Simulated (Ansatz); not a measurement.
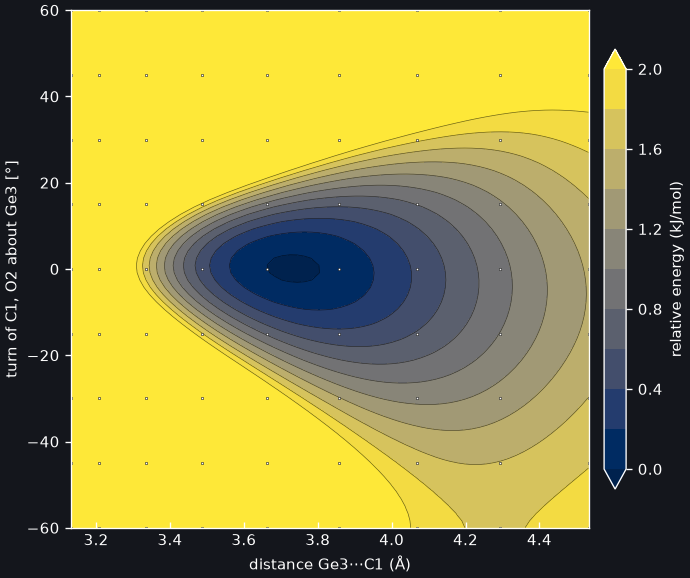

The pair CO···GeH₄. 
- The turn is about an axis along (−0.87, −0.46, 0.19) in the frame of the relaxed pair, normal to the line between the partners.
- First axis: distance Ge3···C1. Second axis: turn of C1, O2 about Ge3.
- The scan uses a 9 × 9 grid.
- All energies are given in kJ/mol relative to the lowest grid point.
- Level of theory: RKS B3LYP-D4/def2-TZVPD (Ansatz).

Drawn: filled contours, dots at the grid points, one colour for all values above the top of the scale. Between grid points the surface is interpolated.

Where is the minimum, and how stiff is the well along each coordinate?

The interpolated minimum is at distance Ge3···C1 ≈ 3.731 Å, turn of C1, O2 about Ge3 ≈ 0°. The curvatures there are about 0.13 eV/Å² and 0.21 eV/rad², with a cross term of about 0.01 eV/(Å·rad). Round the minimum the two coordinates are weakly coupled (coupling 0.09 in units of the two stiffnesses). (1 eV is 96.5 kJ/mol.)
